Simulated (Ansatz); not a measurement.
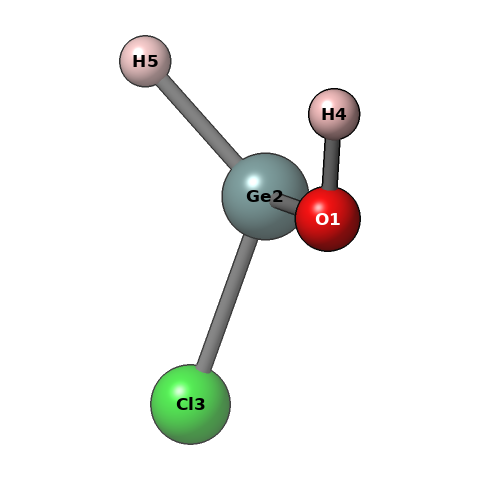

The picture comes from a calculation with Ansatz.

Ge2 lies behind O1. The molecule seen a little off the O1–Ge2 bond, O1 in front. Atoms fade into the background with distance from the viewer. The species is neutral and a spin doublet. Geometry: atoms displaced at random (about 0.12 Å) from a stationary point of PBE0-D4.

### What is the torsion angle H4–O1–Ge2–Cl3? The sign is positive where the front bond must turn clockwise to cover the back bond.

−166°, antiperiplanar (anti).
